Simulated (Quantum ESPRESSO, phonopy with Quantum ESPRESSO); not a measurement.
# Grüneisen parameters and expansion of KF (Fm-3m), part 6 of 8

Which modes of KF drive its thermal expansion?

Experimental results on record:
- volume expansion coefficient 104.4 1e-6/K and heat capacity C_P per formula unit 49 J/mol/K near room temperature (given in “High-Throughput Prediction of Finite-Temperature Properties using the Quasi-Harmonic Approximation”, 2016, arXiv:1603.06924)
- volume expansion coefficient 95.1 1e-6/K near room temperature (given in “Descriptors for thermal expansion in solids”, 2017, arXiv:1701.03966)

Quantum ESPRESSO 7.5; DFT PBE+D3(BJ), scalar-relativistic, plane waves, GBRV ultrasoft pseudopotentials.

So far. Step 6 (Zone-centre response): The Born charges sum to zero within 0.0052 e; the rest is removed before use. Acoustic frequencies in this log differ from zero by the error of the sum rule, which ph.x does not impose. Step 7 (A displaced supercell): At this level the gap is 6.21 eV on the k-mesh of the self-consistent run, which can miss the band edges.

### Step 9. Lattice dynamics at this volume, V/V0 1

This step: DFT PBE+D3(BJ), scalar-relativistic, plane waves, GBRV ultrasoft pseudopotentials (phonopy with Quantum ESPRESSO 4.10.0 / 7.5).

It took 1.9 min on 4 threads of Intel Xeon Platinum 8375C at 2.90GHz (Ice Lake), shared host.

This step gave:

```
point group                              : m-3m
highest frequency                        : 317.4 cm⁻¹
Debye temperature from the second moment : 321 K
lowest frequency on the path             : 0 cm⁻¹
zero-point energy                        : 0.06106 eV/cell
Γ frequencies                            : 0, 0, 0, 186.8, 186.8, 186.8 cm⁻¹ (negative: imaginary)
```

Phonopy, LO-TO term from ph.x's tensors. The phonon branches at the labelled points (cm⁻¹):

```csv
point,branch 1,branch 2,branch 3,branch 4,branch 5,branch 6
Γ,0,0,0,187,187,317
X,87,87,168,196,196,211
U,99,143,150,186,205,211
jump to K,99,143,150,186,205,211
Γ,0,0,0,187,187,317
L,116,116,172,172,198,260
W,133,133,136,183,207,207
X,87,87,168,196,196,211
```

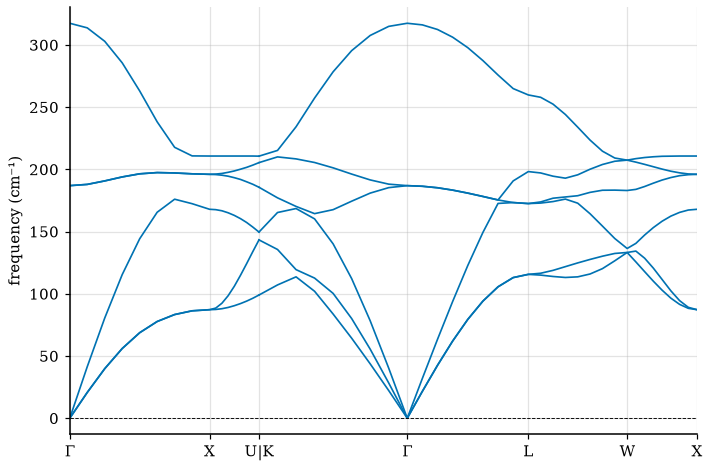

Phonon branches along the path.

Harmonic. Thermo, by row:

```csv
T (K),F_vib (meV/atom),S (J/mol-atom/K),C_V (J/mol-atom/K)
0,30.53,0,0
50,30.18,2.636,6.542
100,26.85,10.43,15.96
150,19.47,17.81,20.14
200,8.61,23.89,22.03
250,-5.11,28.93,23.01
300,-21.23,33.18,23.57
350,-39.4,36.84,23.92
400,-59.33,40.05,24.16
450,-80.84,42.91,24.32
500,-103.8,45.47,24.43
550,-127.9,47.81,24.52
600,-153.3,49.94,24.59
650,-179.7,51.91,24.64
700,-207.1,53.74,24.68
750,-235.3,55.44,24.71
800,-264.5,57.04,24.74
850,-294.4,58.54,24.76
900,-325.1,59.96,24.78
950,-356.6,61.3,24.8
1000,-388.7,62.57,24.81
```

The modes has structure finer than the step of the table below, so its rows give means over 20 cm⁻¹, whole bins alone (the curve runs from -10 to 336 cm⁻¹). Peaks (cm⁻¹: height): F 101.0: 0.00801, 196.7: 0.0464; K 114.0: 0.0494, 159.7: 0.0265, 194.5: 0.0232.

Phonopy on the run's constants, 19x19x19 mesh, Gaussian sigma 2.5 cm⁻¹. The modes by wavenumber; means over each step; values in 1/cm⁻¹/cell:

```
wavenumber (cm⁻¹)        F        K
                0   6.7e-6   1.4e-5
               20   1.6e-4   3.3e-4
               40   6.7e-4  0.00150
               60  0.00161  0.00397
               80  0.00435   0.0120
              100  0.00734   0.0279
              120  0.00472   0.0332
              140  0.00254   0.0113
              160   0.0133   0.0209
              180   0.0370   0.0169
              200   0.0369   0.0153
              220   0.0149  0.00146
              240   0.0103  0.00102
              260  0.00839  0.00152
              280  0.00470  0.00154
              300  0.00261  0.00110
              320   4.1e-4   1.9e-4
```

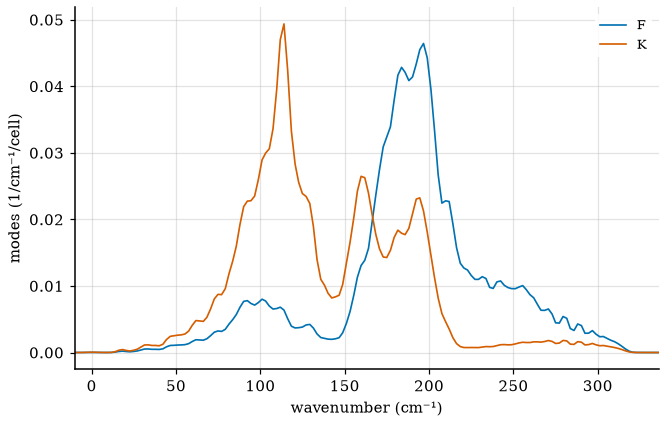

Modes, plotted against wavenumber.

No LO-TO term. Modes at Γ, with each element's share of the kinetic energy:

```
mode  frequency (cm⁻¹)  symmetry  K %  F %
   1               0.0       T1u   67   33
   2               0.0       T1u   67   33
   3               0.0       T1u   67   33
   4             186.9       T1u   33   67
   5             186.9       T1u   33   67
   6             186.9       T1u   33   67
```

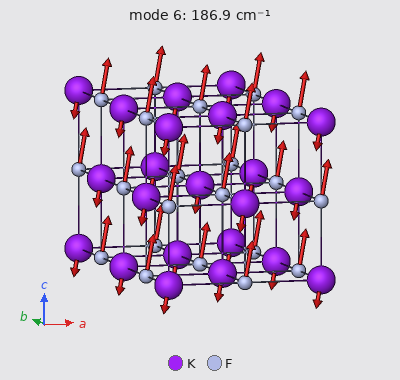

Displacement patterns of mode 6 at Γ; arrows are exaggerated. 1×2×1 conventional cells are drawn. Some periodic images of atoms are drawn too.

No mode is imaginary beyond numerical noise along the path.

The time given is that of the 2 pw.x runs on displaced cells behind this step.

### Step 10. Self-consistent run, V/V0 1.015

A tight ground state at this cell gives the energy of this member; its pressure is the stress at this cutoff, which can carry an offset from the finite basis.

This step: DFT PBE+D3(BJ), scalar-relativistic, plane waves, GBRV ultrasoft pseudopotentials (Quantum ESPRESSO 7.5).

System of this step: KF. It takes space group Fm-3m (No. 225, cubic). Conventional cell: a = 5.359 Å, b = 5.359 Å, c = 5.359 Å, α = 90.00°, β = 90.00°, γ = 90.00°. Nearest to K lie 6 F at 2.68 Å. Nearest to F lie 6 K at 2.68 Å. Farther neighbours and most contacts between anions are not listed.

scf.in reads:

```
 &control
    calculation='scf',
    prefix='x',
    outdir='./tmp',
    pseudo_dir='./pseudo',
    tprnfor=.true.,
    tstress=.true.,
 /
 &system
    ibrav=0,
    nat=2,
    ntyp=2,
    ecutwfc=45.0,
    ecutrho=270.0,
    occupations='fixed',
    nbnd=10,
    vdw_corr='grimme-d3',
    dftd3_version=4,
    dftd3_threebody=.false.,
 /
 &electrons
    conv_thr=1.0d-12,
    mixing_beta=0.7,
    electron_maxstep=100,
 /
ATOMIC_SPECIES
 K      39.0983  K.upf
 F      18.9984  F.upf
CELL_PARAMETERS angstrom
     0.000000000    2.679368264    2.679368264
     2.679368264    0.000000000    2.679368264
     2.679368264    2.679368264    0.000000000
ATOMIC_POSITIONS crystal
 K      0.000000000   0.000000000   0.000000000
 F      0.500000000   0.500000000   0.500000000
K_POINTS automatic
 8 8 8 0 0 0
```

Launch:

```
> OMP_NUM_THREADS=1 mpirun -n 4 pw.x -nk 4 -in scf.in > scf.out
```

The program printed:

```text
[banner, memory and clock lines left out]
Program PWSCF v.7.5

     Message from routine setup:
     using ibrav=0 with symmetry is DISCOURAGED, use correct ibrav instead

     G-vector sticks info

     bravais-lattice index     =            0
     lattice parameter (alat)  =       7.1605  a.u.
     unit-cell volume          =     259.6114 (a.u.)^3
     number of atoms/cell      =            2
     number of atomic types    =            2
     number of electrons       =        16.00
[...]
atom    2 type  2   force =     0.00000000   -0.00000000    0.00000000

     Total force =     0.000000     Total SCF correction =     0.000000

     Computing stress (Cartesian axis) and pressure

          total   stress  (Ry/bohr**3)                   (kbar)     P=       -4.95
  -0.00003367   0.00000000  -0.00000000           -4.95        0.00       -0.00
   0.00000000  -0.00003367   0.00000000            0.00       -4.95        0.00
  -0.00000000   0.00000000  -0.00003367           -0.00        0.00       -4.95

     XML data file, charge density, pseudopotentials, collected wavefunctions
[key lines of the parts left out:]
!    total energy              =    -105.87149441 Ry
convergence has been achieved in  17 iterations
```

The job ended after 4.4 s (4 MPI ranks).

At this level the gap is 6.13 eV on the k-mesh of the self-consistent run, which can miss the band edges.

### Step 11. Ph1.015 field d3hess

d3hess.in reads:

```
 &input
    prefix='x',
    outdir='./tmp',
    step=0.001,
 /
```

Launch:

```
> d3hess.x -in d3hess.in > d3hess.out
```

The program printed:

```text
[banner, memory and clock lines left out]
Program d3hess v.7.5

     ./tmp/x.save/

     IMPORTANT: XC functional enforced from input :
     Exchange-correlation= PBE
                           (   1   4   3   4   0   0   0)
     Any further DFT definition will be discarded
     Please, verify this is what you really want

     G-vector sticks info

     Differentiation step:           0.001000000000
     DFT-D3 version:    4
     DFT-D3 threebody: F
     Using a general (and memory consuming) algorithm for any q

 |G(force)| =   2.6292425380695654E-003  supercell gradient
[...]
|H(unit cell)| =   1.2714477544349967E-007
     Displacement step:    2   3  -1

 |G(force)| =   2.6293290216940616E-003  supercell gradient
 |G(force)| =   6.0612060843242071E-008  supercell gradient for atoms in the unit cell
 |G(force)| =   6.0612060843242071E-008  unit cell gradient
     Displacement step:    2   3   1

 |G(force)| =   2.6293244297369788E-003  supercell gradient
 |G(force)| =   7.2456623228491142E-008  supercell gradient for atoms in the unit cell
 |G(force)| =   7.2456623228491142E-008  unit cell gradient
 |H(unit cell)| =   1.2714477544311901E-007

     Writing Hessian on file: ./tmp/x.hess

Note: The following floating-point exceptions are signalling: IEEE_UNDERFLOW_FLAG
```

It took 2 s on 1 thread.

### Step 12. Born charges and dielectric tensor

In a polar crystal the Born charges and ε∞ give the long-range dipole term that a finite supercell misses. They are those of this k-mesh and were not tested on a denser one; where the gap is small they converge slowly, and the LO modes with them.

ph.in reads:

```
phonons
 &inputph
    prefix='x',
    outdir='./tmp',
    fildyn='x.dyn',
    tr2_ph=1.0d-18,
    epsil=.true.,
 /
0.000000000 0.000000000 0.000000000
```

scf.in is that of step 10.

Launch:

```
> OMP_NUM_THREADS=1 mpirun -n 4 ph.x -nk 4 -in ph.in > ph.out
```

The program printed:

```text
[banner, memory and clock lines left out]
Program PHONON v.7.5

     ./tmp/x.save/

     IMPORTANT: XC functional enforced from input :
     Exchange-correlation= PBE
                           (   1   4   3   4   0   0   0)
     Any further DFT definition will be discarded
     Please, verify this is what you really want

     G-vector sticks info

     Reading collected, re-writing distributed wavefunctions in ./tmp/

     Number and degeneracy of irreps per q-point
       N         xq(1)         xq(2)         xq(3)   N irreps
[...]
freq (    1) =      -0.118528 [THz] =      -3.953674 [cm-1]
     freq (    2) =      -0.118528 [THz] =      -3.953674 [cm-1]
     freq (    3) =      -0.118528 [THz] =      -3.953674 [cm-1]
     freq (    4) =       5.398399 [THz] =     180.071197 [cm-1]
     freq (    5) =       5.398399 [THz] =     180.071197 [cm-1]
     freq (    6) =       5.398399 [THz] =     180.071197 [cm-1]
 **************************************************************************

     Mode symmetry, O_h (m-3m)  point group:

     freq (   1-   3) =         -4.0  [cm-1]   --> T_1u G_15  G_4- I
     freq (   4-   6) =        180.1  [cm-1]   --> T_1u G_15  G_4- I
```

The job ended after 31 s (4 MPI ranks; 2 min of CPU time).

The Born charges sum to zero within 0.0052 e; the rest is removed before use. Acoustic frequencies in this log differ from zero by the error of the sum rule, which ph.x does not impose.

### Step 13. A displaced supercell

One atom (for the harmonic constants) or a pair of atoms (for the cubic ones) is moved by a few hundredths of an ångström; the forces on all atoms give a column of force constants. The threshold is tight because the forces are small.

System of this step: KF. The structure is orthorhombic, space group Imm2 (No. 44). The conventional cell has a = 7.578 Å, b = 10.717 Å, c = 7.578 Å, α = 90.00°, β = 90.00°, γ = 90.00°. Nearest to K lie 6 F at 2.67 to 2.69 Å. Nearest to K lie 6 F at 2.68 Å. Nearest to F lie 6 K at 2.68 Å. Farther neighbours and most contacts between anions are not listed.

disp-00001.in reads:

```
 &control
    calculation='scf',
    prefix='x',
    outdir='./tmp',
    pseudo_dir='./pseudo',
    tprnfor=.true.,
    disk_io='none',
 /
 &system
    ibrav=0,
    nat=16,
    ntyp=2,
    ecutwfc=45.0,
    ecutrho=270.0,
    occupations='fixed',
    nbnd=66,
    vdw_corr='grimme-d3',
    dftd3_version=4,
    dftd3_threebody=.false.,
 /
 &electrons
    conv_thr=1.0d-11,
    mixing_beta=0.7,
    electron_maxstep=100,
 /
ATOMIC_SPECIES
 K      39.0983  K.upf
 F      18.9984  F.upf
CELL_PARAMETERS angstrom
     0.000000000    5.358736527    5.358736527
     5.358736527    0.000000000    5.358736527
     5.358736527    5.358736527    0.000000000
ATOMIC_POSITIONS crystal
 K      0.002639080   0.000000000   0.000000000
 K      0.500000000   0.000000000   0.000000000
 K      0.000000000   0.500000000   0.000000000
 K      0.500000000   0.500000000   0.000000000
 K      0.000000000   0.000000000   0.500000000
 K      0.500000000   0.000000000   0.500000000
 K      0.000000000   0.500000000   0.500000000
 K      0.500000000   0.500000000   0.500000000
 F      0.250000000   0.250000000   0.250000000
 F      0.750000000   0.250000000   0.250000000
 F      0.250000000   0.750000000   0.250000000
 F      0.750000000   0.750000000   0.250000000
 F      0.250000000   0.250000000   0.750000000
 F      0.750000000   0.250000000   0.750000000
 F      0.250000000   0.750000000   0.750000000
 F      0.750000000   0.750000000   0.750000000
K_POINTS automatic
 3 3 3 0 0 0
```

Launch:

```
> OMP_NUM_THREADS=1 mpirun -n 2 pw.x -nk 2 -in disp-00001.in > disp-00001.out
```

The program printed:

```text
[banner, memory and clock lines left out]
Program PWSCF v.7.5

     Message from routine setup:
     using ibrav=0 with symmetry is DISCOURAGED, use correct ibrav instead

     G-vector sticks info

     bravais-lattice index     =            0
     lattice parameter (alat)  =      14.3211  a.u.
     unit-cell volume          =    2076.8915 (a.u.)^3
     number of atoms/cell      =           16
     number of atomic types    =            2
     number of electrons       =       128.00
[...]
atom    1 type  1   force =    -0.00000000   -0.00154855   -0.00154855
     atom    2 type  1   force =     0.00000000    0.00052159    0.00052159
     atom    3 type  1   force =     0.00033598   -0.00007331    0.00018531
[...]
atom   15 type  2   force =     0.00000096    0.00007666    0.00007666
     atom   16 type  2   force =     0.00000171   -0.00004409   -0.00004409

     Total force =     0.002542     Total SCF correction =     0.000004
     Message from routine punch:
     Nothing written, as per user request (disk_io='none')
[key lines of the parts left out:]
!    total energy              =    -846.97189299 Ry
convergence has been achieved in  17 iterations
```

Run time: 2.1 min. Hardware: 2 MPI ranks.

### Step 14. Phonons, V/V0 1.015

This step: DFT PBE+D3(BJ), scalar-relativistic, plane waves, GBRV ultrasoft pseudopotentials (phonopy with Quantum ESPRESSO 4.10.0 / 7.5).

Wall time 2.1 min (4 threads); 8.2 min of CPU time.

No mode is imaginary beyond numerical noise along the path. The highest zone-centre mode (no LO–TO term) moved by -3.6 % for a volume change of +1.5 %.

The time given is that of the 2 pw.x runs on displaced cells behind this step.

### Step 15. Ground state at this cell, V/V0 0.985

A tight ground state at this cell gives the energy of this member; its pressure is the stress at this cutoff, which can carry an offset from the finite basis.

This step: DFT PBE+D3(BJ), scalar-relativistic, plane waves, GBRV ultrasoft pseudopotentials (Quantum ESPRESSO 7.5).

System of this step: KF. Symmetry: Fm-3m, No. 225, cubic system. Conventional cell: a = 5.305 Å, b = 5.305 Å, c = 5.305 Å, α = 90.00°, β = 90.00°, γ = 90.00°. K has 6 F at 2.65 Å nearest. Nearest to F lie 6 K at 2.65 Å. Farther neighbours and most contacts between anions are not listed.

Edit scf.in of step 12 so:

```diff
@@ -29,5 +29,5 @@
 CELL_PARAMETERS angstrom
-     0.000000000    2.679368264    2.679368264
-     2.679368264    0.000000000    2.679368264
-     2.679368264    2.679368264    0.000000000
+     0.000000000    2.652706114    2.652706114
+     2.652706114    0.000000000    2.652706114
+     2.652706114    2.652706114    0.000000000
 ATOMIC_POSITIONS crystal
```

Launch:

```
> OMP_NUM_THREADS=1 mpirun -n 4 pw.x -nk 4 -in scf.in > scf.out
```

The program printed:

```text
[banner, memory and clock lines left out]
Program PWSCF v.7.5

     Message from routine setup:
     using ibrav=0 with symmetry is DISCOURAGED, use correct ibrav instead

     G-vector sticks info

     bravais-lattice index     =            0
     lattice parameter (alat)  =       7.0893  a.u.
     unit-cell volume          =     251.9382 (a.u.)^3
     number of atoms/cell      =            2
     number of atomic types    =            2
     number of electrons       =        16.00
[...]
atom    2 type  2   force =     0.00000000    0.00000000   -0.00000000

     Total force =     0.000000     Total SCF correction =     0.000000

     Computing stress (Cartesian axis) and pressure

          total   stress  (Ry/bohr**3)                   (kbar)     P=        5.06
   0.00003440  -0.00000000   0.00000000            5.06       -0.00        0.00
  -0.00000000   0.00003440   0.00000000           -0.00        5.06        0.00
   0.00000000   0.00000000   0.00003440            0.00        0.00        5.06

     XML data file, charge density, pseudopotentials, collected wavefunctions
[key lines of the parts left out:]
!    total energy              =    -105.87135487 Ry
convergence has been achieved in  15 iterations
```

The job ended after 4.1 s (4 MPI ranks; 16 s of CPU time).

The run ends at a pressure of 0.51 GPa.

### Step 16. Ph0.985 field d3hess

d3hess.in is that of step 11.

Launch:

```
> d3hess.x -in d3hess.in > d3hess.out
```

The program printed:

```text
[banner, memory and clock lines left out]
Program d3hess v.7.5

     ./tmp/x.save/

     IMPORTANT: XC functional enforced from input :
     Exchange-correlation= PBE
                           (   1   4   3   4   0   0   0)
     Any further DFT definition will be discarded
     Please, verify this is what you really want

     G-vector sticks info

     Differentiation step:           0.001000000000
     DFT-D3 version:    4
     DFT-D3 threebody: F
     Using a general (and memory consuming) algorithm for any q

 |G(force)| =   2.7382613813088028E-003  supercell gradient
[...]
|H(unit cell)| =   1.3429067573088931E-007
     Displacement step:    2   3  -1

 |G(force)| =   2.7383415689240620E-003  supercell gradient
 |G(force)| =   6.4185710296021389E-008  supercell gradient for atoms in the unit cell
 |G(force)| =   6.4185710296021389E-008  unit cell gradient
     Displacement step:    2   3   1

 |G(force)| =   2.7383568273127157E-003  supercell gradient
 |G(force)| =   7.6028513923219675E-008  supercell gradient for atoms in the unit cell
 |G(force)| =   7.6028513923219675E-008  unit cell gradient
 |H(unit cell)| =   1.3429067573159870E-007

     Writing Hessian on file: ./tmp/x.hess

Note: The following floating-point exceptions are signalling: IEEE_UNDERFLOW_FLAG
```

The job ended after 2 s (1 thread).

### Step 17. Born charges and dielectric tensor

In a polar crystal the Born charges and ε∞ give the long-range dipole term that a finite supercell misses. They are those of this k-mesh and were not tested on a denser one; where the gap is small they converge slowly, and the LO modes with them.

ph.in is that of step 12.

scf.in is that of step 15.

Launch:

```
> OMP_NUM_THREADS=1 mpirun -n 4 ph.x -nk 4 -in ph.in > ph.out
```

The program printed:

```text
[banner, memory and clock lines left out]
Program PHONON v.7.5

     ./tmp/x.save/

     IMPORTANT: XC functional enforced from input :
     Exchange-correlation= PBE
                           (   1   4   3   4   0   0   0)
     Any further DFT definition will be discarded
     Please, verify this is what you really want

     G-vector sticks info

     Reading collected, re-writing distributed wavefunctions in ./tmp/

     Number and degeneracy of irreps per q-point
       N         xq(1)         xq(2)         xq(3)   N irreps
[...]
freq (    1) =      -0.127406 [THz] =      -4.249819 [cm-1]
     freq (    2) =      -0.127406 [THz] =      -4.249819 [cm-1]
     freq (    3) =      -0.127406 [THz] =      -4.249819 [cm-1]
     freq (    4) =       5.805336 [THz] =     193.645165 [cm-1]
     freq (    5) =       5.805336 [THz] =     193.645165 [cm-1]
     freq (    6) =       5.805336 [THz] =     193.645165 [cm-1]
 **************************************************************************

     Mode symmetry, O_h (m-3m)  point group:

     freq (   1-   3) =         -4.2  [cm-1]   --> T_1u G_15  G_4- I
     freq (   4-   6) =        193.6  [cm-1]   --> T_1u G_15  G_4- I
```

Elapsed: 31 s, on 4 MPI ranks.

ε∞:

```
1.99 0.00 0.00
0.00 1.99 0.00
0.00 0.00 1.99
```

The Born charges sum to zero within 0.0052 e; the rest is removed before use. Acoustic frequencies in this log differ from zero by the error of the sum rule, which ph.x does not impose.

[end of part 6 of 8]

[Logs are printed without paths, hosts, clocks, repeated set-up lines and the standing remarks that a program may print on its own settings, such as how far it seeks lower states.]

[Hosts, paths, dates, database ids (printed as entryN), source tags and the programs' standing remarks are cut or masked in the printed files.]

[A step with changed settings may run another functional than the one named; its input shows which.]

[Of the runs on displaced cells, only some may be shown.]
